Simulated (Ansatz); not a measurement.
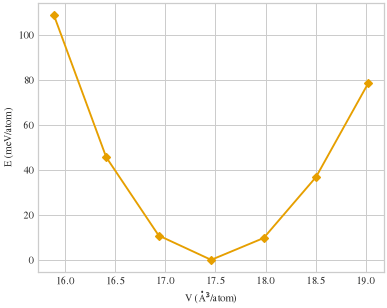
Figure: ZrIr (CsCl type, Pm-3m) under volume change, the program Ansatz at the PBEsol level (PAW), scaled uniformly.

Task: What does a third-order Birch–Murnaghan fit give for V₀, B₀ and B′?

Result: V₀ = 17.46 Å³/atom, B₀ = 208 GPa, B′ = 4.3.

The workflow started from an entry of the Crystallography Open Database (COD). Its standing as an ambient phase is unchecked. The cell was relaxed with PBEsol under the symmetry of its start. At this level the phase is mechanically unstable. The run is not spin-polarised. Spin–orbit coupling is left out wherever it is not named.

Potentials: the later of the program's two PAW sets.
